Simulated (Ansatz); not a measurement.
# H3O (doublet): B2PLYP, RPA-PBE over a scan of the distance O1–H3 along a hydrogen transfer, 6-31G, part 2 of 2

Ansatz 0.2.0, Gaussian basis; 6-31G, all electrons in the functionals, frozen cores in the correlation of double hybrids and RPA. The steps go on from the part before.

## Step 14: RPA-PBE, 1.097 Å

The input, in.yaml:

```yaml
crystal:
  periodic: [false, false, false]
  atoms:
    - {symbol: O, position_ang: [-0.160633, -0.049094, 0.000000]}
    - {symbol: H, position_ang: [-0.409943, 0.877481, 0.000000]}
    - {symbol: H, position_ang: [0.936367, -0.049094, 0.000000]}
    - {symbol: H, position_ang: [2.023367, -0.049094, 0.000000]}
basis:
  gaussian: {orbitals: 6-31G}
magnetization: {spin_polarized: true, initial_magnetization: 1}
hamiltonian: {xc: {name: PBE}}
correlation: {method: rpa, electrons: outside_noble_gas}
```

Started as:

```
ansatz run in.yaml --threads 1 --pin off --events-out ev --progress --plain --max-ram 2393MiB
```

The log of the run, shortened:

```text
Functional definition: PBE
  name "PBE"
  cite "Perdew, Burke & Ernzerhof, Phys. Rev. Lett. 77, 3865 (1996) doi:10.1103/PhysRevLett.77.3865"
  parent pbe
[...]
171 factors; integrals over basis functions are off by at most 5.8e-4 eV
[...]
mean field -2089.59715303 eV, -76.7912789941 hartree, gradient 9.6e-6 eV, S^2 0.754054; 4 other end points of the search recorded, 0 dependent functions left out
1 core orbitals not correlated: weight in the atoms' cores, before any rotation towards them, 1.000 or more for the frozen orbitals, at most 0.000 for the correlated occupied ones
reference -2080.00029439 eV, -76.4386009441 hartree; 5, 4 occupied and 9, 10 virtual orbitals, 171 factors
Total energy: -2085.94310978 eV, -76.6569953814 hartree
```

It took 0.9 s on 1 thread of Arm Neoverse V1, shared host.

From the report: ⟨S²⟩ of the determinant 0.754 (pure doublet: 0.75).

From 0.960 Å: +0.039 eV.

## Step 15: RPA-PBE, 1.165 Å

The input, in.yaml:

```yaml
crystal:
  periodic: [false, false, false]
  atoms:
    - {symbol: O, position_ang: [-0.164236, -0.049094, 0.000000]}
    - {symbol: H, position_ang: [-0.413546, 0.877481, 0.000000]}
    - {symbol: H, position_ang: [1.000764, -0.049094, 0.000000]}
    - {symbol: H, position_ang: [2.019764, -0.049094, 0.000000]}
basis:
  gaussian: {orbitals: 6-31G}
magnetization: {spin_polarized: true, initial_magnetization: 1}
hamiltonian: {xc: {name: PBE}}
correlation: {method: rpa, electrons: outside_noble_gas}
```

Launched as before.

The log of the run, shortened:

```text
Functional definition: PBE
  name "PBE"
  cite "Perdew, Burke & Ernzerhof, Phys. Rev. Lett. 77, 3865 (1996) doi:10.1103/PhysRevLett.77.3865"
  parent pbe
[...]
171 factors; integrals over basis functions are off by at most 6.6e-4 eV
[...]
mean field -2089.54099818 eV, -76.7892153412 hartree, gradient 2.1e-6 eV, S^2 0.755061; 4 other end points of the search recorded, 0 dependent functions left out
1 core orbitals not correlated: weight in the atoms' cores, before any rotation towards them, 1.000 or more for the frozen orbitals, at most 0.000 for the correlated occupied ones
reference -2079.82399066 eV, -76.4321219014 hartree; 5, 4 occupied and 9, 10 virtual orbitals, 171 factors
Total energy: -2085.88159318 eV, -76.6547346882 hartree
```

It took 0.93 s on 1 thread of Arm Neoverse V1, shared host.

From the report: ⟨S²⟩ of the determinant 0.755 (pure doublet: 0.75).

From 0.960 Å: +0.100 eV.

## Step 16: RPA-PBE, 1.234 Å

The input, in.yaml:

```yaml
crystal:
  periodic: [false, false, false]
  atoms:
    - {symbol: O, position_ang: [-0.167892, -0.049094, 0.000000]}
    - {symbol: H, position_ang: [-0.417202, 0.877481, 0.000000]}
    - {symbol: H, position_ang: [1.066108, -0.049094, 0.000000]}
    - {symbol: H, position_ang: [2.016108, -0.049094, 0.000000]}
basis:
  gaussian: {orbitals: 6-31G}
magnetization: {spin_polarized: true, initial_magnetization: 1}
hamiltonian: {xc: {name: PBE}}
correlation: {method: rpa, electrons: outside_noble_gas}
```

The command is unchanged.

The log of the run, shortened:

```text
Functional definition: PBE
  name "PBE"
  cite "Perdew, Burke & Ernzerhof, Phys. Rev. Lett. 77, 3865 (1996) doi:10.1103/PhysRevLett.77.3865"
  parent pbe
[...]
171 factors; integrals over basis functions are off by at most 7.6e-4 eV
[...]
mean field -2089.49772466 eV, -76.7876250687 hartree, gradient 2.2e-6 eV, S^2 0.755364; 4 other end points of the search recorded, 0 dependent functions left out
1 core orbitals not correlated: weight in the atoms' cores, before any rotation towards them, 1.000 or more for the frozen orbitals, at most 0.000 for the correlated occupied ones
reference -2079.77141584 eV, -76.4301898125 hartree; 5, 4 occupied and 9, 10 virtual orbitals, 171 factors
Total energy: -2085.86523274 eV, -76.6541334531 hartree
```

Wall time 0.87 s (1 thread of Arm Neoverse V1, shared host).

From the report: ⟨S²⟩ of the determinant 0.755 (pure doublet: 0.75).

From 0.960 Å: +0.117 eV.

## Step 17: RPA-PBE, 1.302 Å

The input, in.yaml:

```yaml
crystal:
  periodic: [false, false, false]
  atoms:
    - {symbol: O, position_ang: [-0.171495, -0.049094, 0.000000]}
    - {symbol: H, position_ang: [-0.420805, 0.877481, 0.000000]}
    - {symbol: H, position_ang: [1.130505, -0.049094, 0.000000]}
    - {symbol: H, position_ang: [2.012505, -0.049094, 0.000000]}
basis:
  gaussian: {orbitals: 6-31G}
magnetization: {spin_polarized: true, initial_magnetization: 1}
hamiltonian: {xc: {name: PBE}}
correlation: {method: rpa, electrons: outside_noble_gas}
```

Same command.

The log of the run, shortened:

```text
Functional definition: PBE
  name "PBE"
  cite "Perdew, Burke & Ernzerhof, Phys. Rev. Lett. 77, 3865 (1996) doi:10.1103/PhysRevLett.77.3865"
  parent pbe
[...]
171 factors; integrals over basis functions are off by at most 9.0e-4 eV
[...]
mean field -2089.47723832 eV, -76.7868722095 hartree, gradient 2.0e-6 eV, S^2 0.754827; 6 other end points of the search recorded, 0 dependent functions left out
1 core orbitals not correlated: weight in the atoms' cores, before any rotation towards them, 1.000 or more for the frozen orbitals, at most 0.000 for the correlated occupied ones
reference -2079.85450798 eV, -76.4332433924 hartree; 5, 4 occupied and 9, 10 virtual orbitals, 171 factors
Total energy: -2085.90168692 eV, -76.6554731192 hartree
```

It took 0.96 s on 1 thread of Arm Neoverse V1, shared host.

From the report: ⟨S²⟩ of the determinant 0.755 (pure doublet: 0.75).

From 0.960 Å: +0.080 eV.

## Step 18: RPA-PBE, 1.371 Å

The input, in.yaml:

```yaml
crystal:
  periodic: [false, false, false]
  atoms:
    - {symbol: O, position_ang: [-0.175151, -0.049094, 0.000000]}
    - {symbol: H, position_ang: [-0.424461, 0.877481, 0.000000]}
    - {symbol: H, position_ang: [1.195849, -0.049094, 0.000000]}
    - {symbol: H, position_ang: [2.008849, -0.049094, 0.000000]}
basis:
  gaussian: {orbitals: 6-31G}
magnetization: {spin_polarized: true, initial_magnetization: 1}
hamiltonian: {xc: {name: PBE}}
correlation: {method: rpa, electrons: outside_noble_gas}
```

Same command.

The log of the run, shortened:

```text
Functional definition: PBE
  name "PBE"
  cite "Perdew, Burke & Ernzerhof, Phys. Rev. Lett. 77, 3865 (1996) doi:10.1103/PhysRevLett.77.3865"
  parent pbe
[...]
171 factors; integrals over basis functions are off by at most 1.1e-3 eV
[...]
mean field -2089.45720690 eV, -76.7861360687 hartree, gradient 3.0e-6 eV, S^2 0.753799; 6 other end points of the search recorded, 0 dependent functions left out
1 core orbitals not correlated: weight in the atoms' cores, before any rotation towards them, 1.000 or more for the frozen orbitals, at most 0.000 for the correlated occupied ones
reference -2080.02605154 eV, -76.4395475019 hartree; 5, 4 occupied and 9, 10 virtual orbitals, 171 factors
Total energy: -2085.96267568 eV, -76.6577144151 hartree
```

Run time: 1 s. Hardware: 1 thread of Arm Neoverse V1, shared host.

From the report: ⟨S²⟩ of the determinant 0.754 (pure doublet: 0.75).

From 0.960 Å: +0.019 eV.

## Step 19: RPA-PBE, 1.439 Å

The input, in.yaml:

```yaml
crystal:
  periodic: [false, false, false]
  atoms:
    - {symbol: O, position_ang: [-0.178754, -0.049094, 0.000000]}
    - {symbol: H, position_ang: [-0.428064, 0.877481, 0.000000]}
    - {symbol: H, position_ang: [1.260246, -0.049094, 0.000000]}
    - {symbol: H, position_ang: [2.005246, -0.049094, 0.000000]}
basis:
  gaussian: {orbitals: 6-31G}
magnetization: {spin_polarized: true, initial_magnetization: 1}
hamiltonian: {xc: {name: PBE}}
correlation: {method: rpa, electrons: outside_noble_gas}
```

The command is unchanged.

The log of the run, shortened:

```text
Functional definition: PBE
  name "PBE"
  cite "Perdew, Burke & Ernzerhof, Phys. Rev. Lett. 77, 3865 (1996) doi:10.1103/PhysRevLett.77.3865"
  parent pbe
[...]
171 factors; integrals over basis functions are off by at most 1.2e-3 eV
[...]
mean field -2089.38967591 eV, -76.7836543506 hartree, gradient 6.2e-6 eV, S^2 0.752779; 6 other end points of the search recorded, 0 dependent functions left out
1 core orbitals not correlated: weight in the atoms' cores, before any rotation towards them, 1.000 or more for the frozen orbitals, at most 0.000 for the correlated occupied ones
reference -2080.19317311 eV, -76.4456891064 hartree; 5, 4 occupied and 9, 10 virtual orbitals, 171 factors
Total energy: -2085.98815640 eV, -76.6586508143 hartree
```

Run time: 0.96 s. Hardware: 1 thread of Arm Neoverse V1, shared host.

From the report: ⟨S²⟩ of the determinant 0.753 (pure doublet: 0.75).

From 0.960 Å: -0.006 eV.

## Step 20: Against the wave-function levels

The yardstick is full CI for this spin, exact in this basis with these frozen cores. It comes from earlier runs at the same points. Energies in eV, counted from 0.960 Å; blanks weren't run or aren't comparable.

```
  level  0.892 Å  0.960 Å  1.028 Å  1.097 Å  1.165 Å  1.234 Å  1.302 Å  1.371 Å  1.439 Å
    FCI    0.189    0.000    0.030    0.160    0.291    0.358    0.339    0.267    0.219
 B2PLYP    0.213    0.000   -0.002    0.093    0.196    0.253    0.242    0.193    0.173
RPA-PBE    0.226    0.000   -0.023    0.039    0.100    0.117    0.080    0.019   -0.006
```

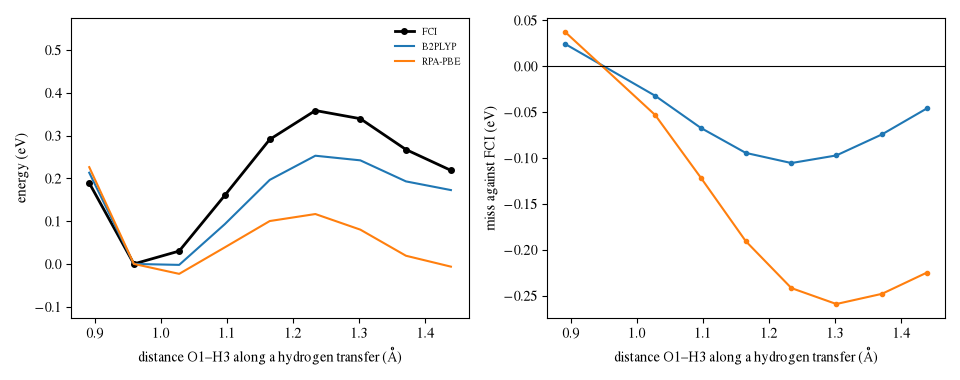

Left: the curves (the axis may cut off levels that run far away). Right: misses against FCI, in the same colours.

Largest miss and mean time a point (FCI took 7.9 s a point; shared hosts):

```
  level  largest miss (eV)    where  time a point
 B2PLYP             -0.106  1.234 Å        0.42 s
RPA-PBE             -0.259  1.302 Å        0.84 s
```

## Step 21: What came out

What follows sums up all 2 parts.

```
             quantity                value
span of the FCI curve             0.358 eV
 largest miss, B2PLYP  -0.106 eV (1.234 Å)
largest miss, RPA-PBE  -0.259 eV (1.302 Å)
```

In words: Of the functionals, B2PLYP keep the smallest largest miss at the points compared (at most 0.106 eV) and RPA-PBE strays most (0.259 eV, at 1.302 Å). Functionals and the yardstick converge differently with the basis, so part of each miss in 6-31G is the basis.
